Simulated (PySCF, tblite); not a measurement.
# 1,3-dimethoxypropane (C₅H₁₂O₂): a rotation path, then NMR shifts on frames, part 2 of 2

tblite 0.8.0 and PySCF 2.14.0. Atoms count from 0.

## (5) NMR shieldings: image 4, PBE0/pcSseg-1

Job settings and geometry (Å):

```
{"job": {"kind": "nmr", "xc": "PBE0", "basis": "pcSseg-1", "pop": false}, "charge": 0, "multiplicity": 1}
C      2.161000     0.959100     0.079900
O      2.442800    -0.410800     0.203900
C      1.485700    -1.387400    -0.195200
C      0.194600    -0.931100    -0.870500
C     -0.839700    -0.358700     0.096500
O     -1.907000     0.170900    -0.660200
C     -2.753300     1.004500     0.085600
H      1.762600     1.224900    -0.902500
H      1.472500     1.317400     0.855300
H      3.120000     1.458900     0.213400
H      2.022600    -2.047000    -0.889400
H      1.231900    -1.975700     0.698100
H     -0.245500    -1.796900    -1.366900
H      0.398200    -0.190200    -1.643600
H     -0.400200     0.433300     0.716900
H     -1.205800    -1.147600     0.773600
H     -3.181500     0.479000     0.948000
H     -2.215200     1.891000     0.447800
H     -3.553300     1.315600    -0.582900
```

Level: GIAO PBE0/pcSseg-1 NMR shielding, non-relativistic, gas phase.

Log:

```text
coarse grid: 15048 points
cycle   1  E = -347.5472152733  dE =  6.910e-01  |g| = 7.242e-01  |ddm| = 3.554e+00
cycle   2  E = -347.4469659586  dE =  1.002e-01  |g| = 1.050e+00  |ddm| = 1.548e+00
cycle   3  E = -347.6448715756  dE = -1.979e-01  |g| = 8.170e-02  |ddm| = 9.876e-01
cycle   4  E = -347.6459466589  dE = -1.075e-03  |g| = 3.296e-02  |ddm| = 6.766e-02
cycle   5  E = -347.6461998803  dE = -2.532e-04  |g| = 6.412e-03  |ddm| = 2.934e-02
cycle   6  E = -347.6462079970  dE = -8.117e-06  |g| = 1.572e-03  |ddm| = 5.598e-03
final grid: 142920 points
cycle   7  E = -347.7112985152  dE = -4.039e-05  |g| = 1.455e-02  |ddm| = 2.830e-02
cycle   8  E = -347.7112605430  dE =  3.797e-05  |g| = 2.075e-02  |ddm| = 2.056e-02
cycle   9  E = -347.7113381914  dE = -7.765e-05  |g| = 1.571e-03  |ddm| = 1.284e-02
cycle  10  E = -347.7113387370  dE = -5.456e-07  |g| = 1.749e-04  |ddm| = 1.564e-03
cycle  11  E = -347.7113387434  dE = -6.418e-09  |g| = 4.998e-05  |ddm| = 2.015e-04
cycle  12  E = -347.7113387439  dE = -4.961e-10  |g| = 1.851e-05  |ddm| = 5.473e-05
converged SCF energy = -347.7113387439

GIAO shielding tensors (ppm)
atom      isotropic    diamagn.    paramagn.     s11        s22        s33       span
  0 C      134.042     246.853    -112.811    106.002    114.350    181.774     75.772
  1 O      337.146     390.877     -53.731    280.405    308.982    422.050    141.645
  2 C      119.661     242.196    -122.535     87.923    103.477    167.582     79.658
  3 C      156.115     250.315     -94.199    139.887    154.944    173.514     33.626
  4 C      108.654     249.361    -140.707     72.037     89.904    164.021     91.983
  5 O      309.737     396.579     -86.842    277.063    318.183    333.966     56.903
  6 C      125.000     243.951    -118.951     91.724    100.069    183.209     91.485
  7 H       28.085      31.260      -3.175     24.592     26.996     32.667      8.075
  8 H       28.285      31.700      -3.414     24.104     27.271     33.481      9.376
  9 H       28.030      28.302      -0.272     23.658     26.205     34.227     10.569
 10 H       27.473      28.234      -0.761     21.636     27.935     32.848     11.212
 11 H       27.855      29.692      -1.837     22.881     28.231     32.453      9.572
 12 H       30.062      31.225      -1.164     25.442     29.126     35.616     10.174
 13 H       29.399      32.602      -3.203     26.221     29.241     32.735      6.515
 14 H       28.271      34.593      -6.322     24.183     28.087     32.544      8.361
 15 H       28.123      32.369      -4.245     24.631     28.318     31.420      6.789
 16 H       28.349      28.589      -0.240     24.792     25.673     34.583      9.790
 17 H       28.351      29.858      -1.507     24.561     26.571     33.921      9.360
 18 H       27.817      27.772       0.045     23.839     25.280     34.333     10.494
```

Wall time 12 s (1 thread of AMD EPYC 9R45, shared host); peak memory 0.89 GiB.

Key values: δ C4 78.3, C2 67.3, C6 61.9, C0 52.9, H10 4.24, H18 3.90 ppm.

## (6) NMR shieldings: image 6, PBE0/pcSseg-1

Job settings and geometry (Å):

```
{"job": {"kind": "nmr", "xc": "PBE0", "basis": "pcSseg-1", "pop": false}, "charge": 0, "multiplicity": 1}
C      2.234800     0.899200     0.308100
O      2.415900    -0.222900    -0.520800
C      1.499600    -1.278500    -0.350200
C      0.098500    -1.036000    -0.928400
C     -0.834900    -0.296700     0.026900
O     -2.053100    -0.027200    -0.633800
C     -2.797900     0.983400    -0.008100
H      1.548500     1.628700    -0.137300
H      1.861200     0.607700     1.295900
H      3.213400     1.366100     0.423200
H      1.964200    -2.115300    -0.878000
H      1.420200    -1.537300     0.717200
H     -0.355100    -1.996500    -1.175000
H      0.187400    -0.461700    -1.851300
H     -0.383700     0.649400     0.350900
H     -1.021700    -0.908000     0.926000
H     -3.032700     0.728000     1.033000
H     -2.252200     1.936900    -0.018500
H     -3.722000     1.090100    -0.572000
```

Level: GIAO PBE0/pcSseg-1 NMR shielding, non-relativistic, gas phase.

Log:

```text
coarse grid: 15048 points
cycle   1  E = -347.5531232193  dE =  6.951e-01  |g| = 7.228e-01  |ddm| = 3.545e+00
cycle   2  E = -347.4484079742  dE =  1.047e-01  |g| = 1.059e+00  |ddm| = 1.550e+00
cycle   3  E = -347.6510819904  dE = -2.027e-01  |g| = 8.299e-02  |ddm| = 9.962e-01
cycle   4  E = -347.6521831363  dE = -1.101e-03  |g| = 3.403e-02  |ddm| = 7.040e-02
cycle   5  E = -347.6524573047  dE = -2.742e-04  |g| = 6.030e-03  |ddm| = 3.019e-02
cycle   6  E = -347.6524647927  dE = -7.488e-06  |g| = 1.268e-03  |ddm| = 5.254e-03
final grid: 142920 points
cycle   7  E = -347.7175160756  dE = -4.685e-05  |g| = 1.450e-02  |ddm| = 3.111e-02
cycle   8  E = -347.7174787295  dE =  3.735e-05  |g| = 2.066e-02  |ddm| = 2.038e-02
cycle   9  E = -347.7175555462  dE = -7.682e-05  |g| = 1.635e-03  |ddm| = 1.269e-02
cycle  10  E = -347.7175561428  dE = -5.967e-07  |g| = 1.753e-04  |ddm| = 1.643e-03
cycle  11  E = -347.7175561493  dE = -6.445e-09  |g| = 5.349e-05  |ddm| = 2.187e-04
cycle  12  E = -347.7175561499  dE = -6.241e-10  |g| = 1.603e-05  |ddm| = 6.071e-05
converged SCF energy = -347.7175561499

GIAO shielding tensors (ppm)
atom      isotropic    diamagn.    paramagn.     s11        s22        s33       span
  0 C      122.673     247.326    -124.653     89.084    102.170    176.764     87.681
  1 O      306.830     391.777     -84.947    253.524    308.040    358.927    105.403
  2 C      113.680     246.007    -132.327     83.979     94.245    162.816     78.837
  3 C      149.192     248.513     -99.320    133.815    143.723    170.039     36.224
  4 C      108.724     249.561    -140.838     70.768     90.682    164.721     93.953
  5 O      310.186     395.670     -85.484    277.574    316.748    336.235     58.661
  6 C      124.599     244.326    -119.727     90.331    100.676    182.788     92.458
  7 H       27.721      31.654      -3.933     23.820     26.579     32.763      8.943
  8 H       28.964      31.241      -2.277     25.431     28.014     33.448      8.016
  9 H       27.761      28.264      -0.504     23.577     25.748     33.958     10.381
 10 H       27.522      28.699      -1.177     22.001     27.868     32.696     10.695
 11 H       28.628      30.983      -2.355     23.770     29.765     32.349      8.579
 12 H       29.876      31.258      -1.382     25.433     29.409     34.786      9.352
 13 H       29.750      31.575      -1.825     26.775     29.295     33.180      6.406
 14 H       28.195      35.073      -6.879     23.616     27.298     33.670     10.054
 15 H       28.086      32.677      -4.591     24.363     28.595     31.299      6.936
 16 H       28.374      28.905      -0.532     24.942     25.727     34.453      9.511
 17 H       28.389      29.872      -1.483     24.721     26.558     33.888      9.167
 18 H       27.837      27.611       0.226     23.899     25.268     34.344     10.445
```

Run time: 12 s. Hardware: 1 thread of AMD EPYC 9R45, shared host; peak memory 0.89 GiB.

This run: δ C4 78.2, C2 73.2, C0 64.3, C6 62.3, H10 4.20, H7 4.00 ppm.

## (7) Nuclear shieldings: image 8, PBE0/pcSseg-1

Job settings and geometry (Å):

```
{"job": {"kind": "nmr", "xc": "PBE0", "basis": "pcSseg-1", "pop": false}, "charge": 0, "multiplicity": 1}
C      2.477500     0.775500     0.278600
O      2.532000    -0.442300    -0.419100
C      1.429100    -1.297800    -0.236100
C      0.134500    -0.851000    -0.932100
C     -0.810500    -0.040300    -0.049300
O     -2.038700     0.089500    -0.729700
C     -3.000100     0.805700    -0.002200
H      1.756900     1.471600    -0.164000
H      2.220200     0.617900     1.333400
H      3.474100     1.210000     0.211700
H      1.761000    -2.244700    -0.668700
H      1.243200    -1.450800     0.838700
H     -0.415500    -1.734500    -1.257600
H      0.389000    -0.274600    -1.822000
H     -0.404200     0.957600     0.175800
H     -0.969000    -0.562100     0.909800
H     -3.230600     0.310900     0.950400
H     -2.662800     1.829000     0.208900
H     -3.895800     0.839700    -0.618600
```

With the program's defaults for keys left out, this is: GIAO PBE0/pcSseg-1 NMR shielding, non-relativistic, gas phase.

Log:

```text
coarse grid: 15048 points
cycle   1  E = -347.5559262292  dE =  6.945e-01  |g| = 7.214e-01  |ddm| = 3.542e+00
cycle   2  E = -347.4510873044  dE =  1.048e-01  |g| = 1.058e+00  |ddm| = 1.543e+00
cycle   3  E = -347.6535318890  dE = -2.024e-01  |g| = 8.291e-02  |ddm| = 9.904e-01
cycle   4  E = -347.6546301715  dE = -1.098e-03  |g| = 3.390e-02  |ddm| = 6.991e-02
cycle   5  E = -347.6549018029  dE = -2.716e-04  |g| = 6.013e-03  |ddm| = 3.005e-02
cycle   6  E = -347.6549091721  dE = -7.369e-06  |g| = 1.333e-03  |ddm| = 5.229e-03
final grid: 142920 points
cycle   7  E = -347.7192643777  dE = -3.636e-05  |g| = 1.451e-02  |ddm| = 2.642e-02
cycle   8  E = -347.7192259870  dE =  3.839e-05  |g| = 2.079e-02  |ddm| = 2.039e-02
cycle   9  E = -347.7193037463  dE = -7.776e-05  |g| = 1.596e-03  |ddm| = 1.277e-02
cycle  10  E = -347.7193043175  dE = -5.711e-07  |g| = 1.506e-04  |ddm| = 1.567e-03
cycle  11  E = -347.7193043222  dE = -4.745e-09  |g| = 4.744e-05  |ddm| = 1.853e-04
cycle  12  E = -347.7193043227  dE = -4.732e-10  |g| = 1.608e-05  |ddm| = 5.266e-05
converged SCF energy = -347.7193043227

GIAO shielding tensors (ppm)
atom      isotropic    diamagn.    paramagn.     s11        s22        s33       span
  0 C      125.485     247.305    -121.820     92.686    104.393    179.377     86.690
  1 O      303.475     391.276     -87.801    246.203    311.861    352.361    106.157
  2 C      113.476     246.711    -133.235     83.825     97.193    159.410     75.585
  3 C      149.890     248.369     -98.479    133.506    144.225    171.940     38.433
  4 C      106.736     249.377    -142.641     69.111     90.196    160.902     91.790
  5 O      303.724     395.909     -92.185    274.363    309.362    327.447     53.085
  6 C      125.373     243.542    -118.169     94.832     97.672    183.615     88.783
  7 H       28.049      31.842      -3.793     24.138     27.229     32.781      8.643
  8 H       28.929      30.691      -1.762     25.624     27.235     33.929      8.305
  9 H       27.863      28.157      -0.294     23.775     25.759     34.053     10.278
 10 H       27.421      29.082      -1.661     21.862     28.023     32.379     10.518
 11 H       28.650      31.494      -2.844     23.829     29.960     32.162      8.333
 12 H       29.860      31.705      -1.845     25.069     30.050     34.462      9.394
 13 H       29.654      31.523      -1.868     26.667     29.166     33.130      6.462
 14 H       27.899      34.120      -6.220     24.045     27.428     32.226      8.181
 15 H       28.553      33.488      -4.935     24.967     29.004     31.688      6.722
 16 H       28.399      28.817      -0.418     24.839     26.045     34.313      9.474
 17 H       28.384      29.155      -0.771     24.818     26.125     34.208      9.390
 18 H       27.796      27.419       0.377     23.818     25.278     34.292     10.474
```

Wall time 12 s (1 thread of AMD EPYC 9R45, shared host); peak memory 0.91 GiB.

In short: δ C4 80.2, C2 73.4, C6 61.6, C0 61.4, H10 4.30, H18 3.92 ppm.

## (8) Side by side: NMR shifts

Shifts (ppm) of some atoms, chosen among heavy atoms and hydrogens apart, with basis size and wall time:

```csv
frame,C4,C0,C3,H8,H7,O5,O1,functions,time
image 0,74.7,57.6,30.6,3.64,2.84,24.6,13.9,179,12 s
image 2,73.4,56.1,33.0,3.60,2.86,22.9,5.0,179,12 s
image 4,78.3,52.9,30.8,3.43,3.63,26.3,-1.1,179,12 s
image 6,78.2,64.3,37.7,2.75,4.00,25.9,29.2,179,12 s
image 8,80.2,61.4,37.0,2.79,3.67,32.4,32.6,179,12 s
```

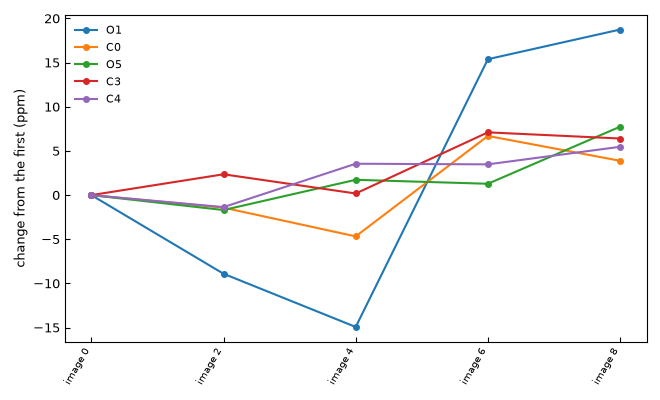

How five of the tabulated atoms move from run to run.

## (9) What came out

This closing draws on all 2 parts.

```
                                       quantity                                                                       value
                                        barrier                                          0.295 eV (6.8 kcal/mol) at image 4
                          end to end (GFN2-xTB)                                                                    0.081 eV
13C shifts against TMS (PBE0/pcSseg-1, image 0)                                            74.7, 72.1, 61.6, 57.6, 30.6 ppm
 1H shifts against TMS (PBE0/pcSseg-1, image 0)  3.93, 3.91, 3.75, 3.64, 3.63, 3.48, 3.35, 3.34, 3.25, 2.84, 2.30, 1.35 ppm
17O shifts against H2O (PBE0/pcSseg-1, image 0)                                                              24.6, 13.9 ppm
                       range of the shift of O1                                                            -1.1 to 32.6 ppm
```

Along the band the dihedral turns by 143°, and the top (dihedral 5°) lies 6.8 kcal/mol above the start (GFN2-xTB, rough), so at room temperature this motion is fast. The top was not checked by a frequency run. Shifts at one fixed geometry are not the observed spectrum, which averages over the motion. In ppm, O1 moves most: its shift spreads over 33.7 ppm, from -1.1 (image 4) to 32.6 (image 8).
